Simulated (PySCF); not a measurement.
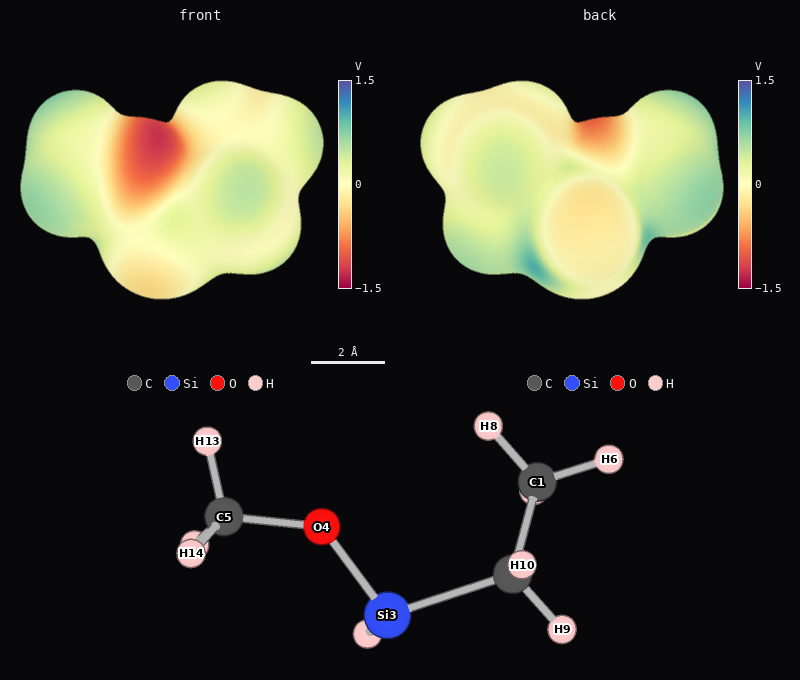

Figure 1: C3H9OSi (doublet). The molecular electrostatic potential painted on the density surface at 0.002 e/bohr³, seen from the front and from behind; the colour scale runs from red (negative) to blue (positive). The bare structure is drawn below in the same view.

Geometry: GFN2-xTB.

The calculation used UKS B3LYP, pcH-1 on C H O Si, non-relativistic, mean-field spin-orbit, GIAO in PySCF.

```
atom    x (Å)    y (Å)    z (Å)
   C  -1.9883  -0.0907   0.3124
   C  -1.3562   1.2736   0.0508
  Si   0.3404   1.1348  -0.7846
   O   1.2135   0.2428   0.2758
   C   2.5282  -0.1911   0.1805
   H  -2.9489   0.0212   0.8150
   H  -2.1541  -0.6262  -0.6206
   H  -1.3402  -0.6942   0.9435
   H  -2.0149   1.8616  -0.5886
   H  -1.2718   1.8129   0.9946
   H   0.3420   0.4695  -2.0940
   H   2.7778  -0.4960  -0.8392
   H   2.6566  -1.0436   0.8500
   H   3.2151   0.6051   0.4823
```

Which sites attract a positive test charge, and which a negative one?

Answer. A positive charge is drawn to the negative regions and a negative charge to the positive ones. The most negative region (about −1.2 V) lies over O4, the most positive (about +0.9 V) over Si3. O4 is the likeliest acceptor of a hydrogen bond.
